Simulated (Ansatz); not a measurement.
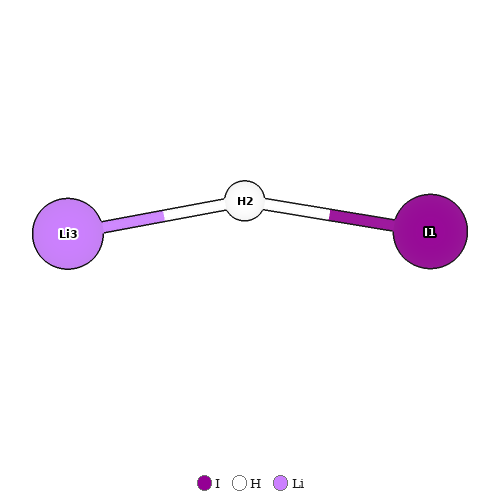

The system is I + HLi, spin multiplicity 2; the picture shows the reference structure. Coordinates scanned: (1) distance I1–H2; (2) distance H2–Li3. Nothing is relaxed (the angle I1–H2–Li3 is fixed at 160 degrees). Grid: 17 × 17 points. Points are written as (first, second). Energies are in eV, from I far from the relaxed HLi (each part in its own basis). Method: UKS PBE0-D4/def2-SVPD in Ansatz.

Its coordinates:

```xyz
3

I    -1.9060    0.0000    0.0000
H     0.0000    0.0000    0.0000
Li    1.7084    0.6218    0.0000
```

Range: distance I1–H2 from 1.360 to 2.960 Å; distance H2–Li3 from 1.272 to 2.872 Å.

What will the energy surface look like?

Answer. The lowest grid point is at (1.906 Å, 1.818 Å), −1.25 eV from I far from the relaxed HLi (each part in its own basis). The highest grid point, (1.360 Å, 1.272 Å), lies 2.69 eV above the lowest.

```tsv
distance H2–Li3 ↓, distance I1–H2 →	1.404	1.542	1.713	1.906	2.117	2.343	2.581	2.831
2.743	−0.42	−1.06	−1.16	−0.91	−0.54	−0.18	0.14	0.40
2.493	−0.40	−1.06	−1.21	−1.02	−0.72	−0.42	−0.14	0.09
2.255	−0.34	−1.03	−1.24	−1.14	−0.91	−0.67	−0.43	−0.21
2.029	−0.21	−0.94	−1.22	−1.22	−1.08	−0.89	−0.68	−0.47
1.818	−0.08	−0.83	−1.17	−1.25	−1.19	−1.04	−0.85	−0.66
1.625	0.13	−0.64	−1.04	−1.21	−1.21	−1.10	−0.93	−0.74
1.454	0.45	−0.32	−0.77	−1.01	−1.07	−0.99	−0.83	−0.65
1.316	0.88	0.11	−0.36	−0.65	−0.75	−0.68	−0.53	−0.35
```

The table holds every second grid line.

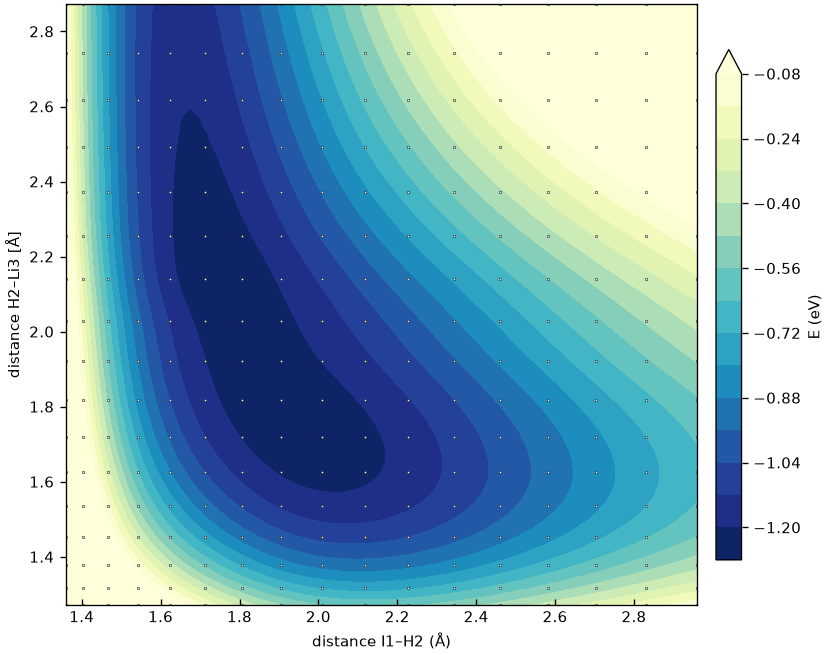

In the figure: filled contours, dots at the grid points, one colour for all values above the top of the scale. Between grid points the surface is interpolated.

Time for the 289 points that were run: 16 min on 1 thread of Arm Neoverse V1 (shared host).
